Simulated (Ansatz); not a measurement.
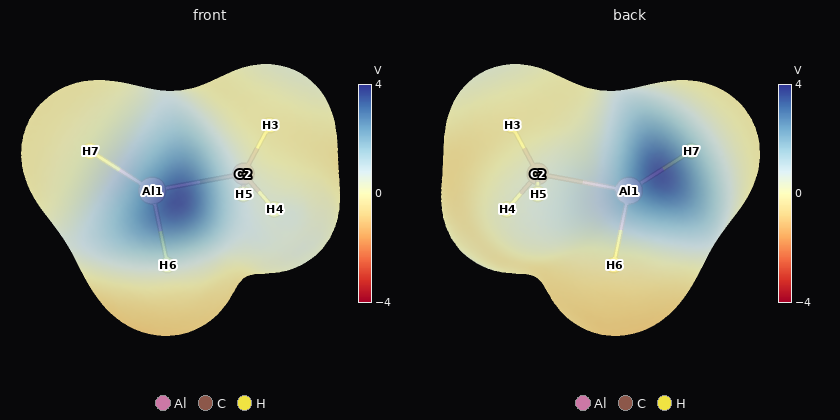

Figure. CH$_{5}$Al. The electrostatic potential painted on the density surface at 0.002 e/bohr³, seen from the front and from behind; the colour scale runs from red (negative) to blue (positive).

Not at a stationary point (largest force 1.6 eV/Å).

These are results of RKS PBE0-D4/def2-mTZVP (Ansatz 0.2.0), not measurements.

The calculation's input:

```
crystal:
  periodic: [false, false, false]
  atoms:
    - { symbol: Al, position_ang: [0.0, 0.0, 0.0] }
    - { symbol: C, position_ang: [1.4047, 0.0, 1.654] }
    - { symbol: H, position_ang: [0.4051, -0.3092, 2.0245] }
    - { symbol: H, position_ang: [2.1723, -0.7111, 2.0245] }
    - { symbol: H, position_ang: [1.6368, 1.0203, 2.0245] }
    - { symbol: H, position_ang: [1.7519, 0.0, 0.1685] }
    - { symbol: H, position_ang: [-1.351, 0.0, -0.78] }
basis:
  gaussian: { orbitals: def2-mTZVP }
hamiltonian:
  xc: pbe0
  dispersion: d4
relax:
  f_tol: 0.15
  max_steps: 25
  restrain:
    - { distance: [1, 5], at: 2.31, k: 30.0 }
    - { distance: [0, 1], at: 1.97, k: 30.0 }
    - { distance: [0, 5], at: 1.56, k: 30.0 }
output:
  orbitals: {}
```

Launched as:

```sh
ansatz run input.yaml --threads 1 --pin off --max-ram 2048MiB --backend cpu --events-out ev --progress --plain --runs-dir out
```

The fields are those of the run's last geometry, not of the input's.

Describe the electrostatic potential map.

The most negative region (about −0.9 V) lies over H6, the most positive (about +3.6 V) over Al1.
